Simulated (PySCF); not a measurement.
```xyz
15

C    -2.8535    0.3946   -0.2515
O    -2.0920   -0.3299    0.6680
Si   -0.7737   -1.2359    0.4654
O    -1.0481   -2.2793   -0.7592
C     0.7535   -0.2487    0.0493
C     1.7485    0.3900   -0.2131
Ge    3.3126    1.3785   -0.6037
H    -3.8060    0.6391    0.2218
H    -3.0389   -0.1907   -1.1542
H    -2.3403    1.3198   -0.5264
H    -0.6716   -1.8668    1.7690
H    -0.3701   -2.8695   -1.0722
H     4.4333    0.8773    0.2440
H     3.6642    1.2056   -2.0442
H     3.0777    2.8241   -0.3206
```

Geometry: GFN2-xTB.

Method: wB97X-D/def2-SVPD, SCF density, gas phase in PySCF.

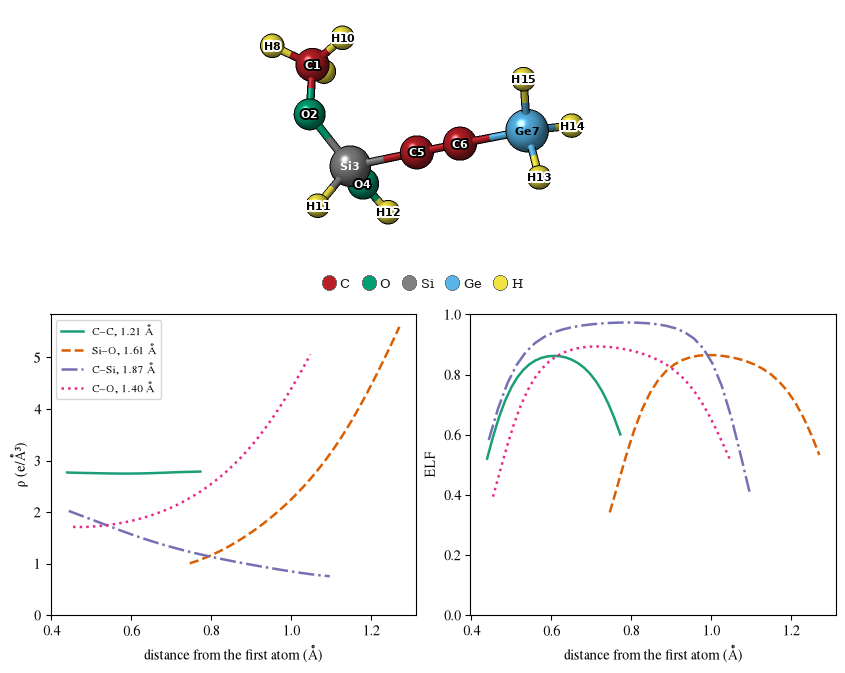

C₃H₈GeO₂Si. Total electron density and electron localisation function along straight lines between neighbouring atoms. The curves leave out the atomic cores. The structure is drawn too.

**Compare the contacts.**

C–C (1.21 Å): ρ at the midpoint is about 2.7 e/Å³; the ELF peaks at about 0.85 between the atoms (a short, multiple covalent bond).
Si–O (1.61 Å): the density is about 1.2 e/Å³ at the midpoint; the ELF peaks at about 0.85 between the atoms (a short, strongly polar bond).
C–Si (1.87 Å): ρ is about 0.93 e/Å³ halfway; the ELF peaks at about 1 between the atoms: localised, covalent bonding.
C–O (1.40 Å): ρ at the midpoint is about 2.1 e/Å³, with its minimum of 1.7 e/Å³ about 0.5 Å from C; the ELF peaks at about 0.90 between the atoms; a shared but strongly polarised pair.
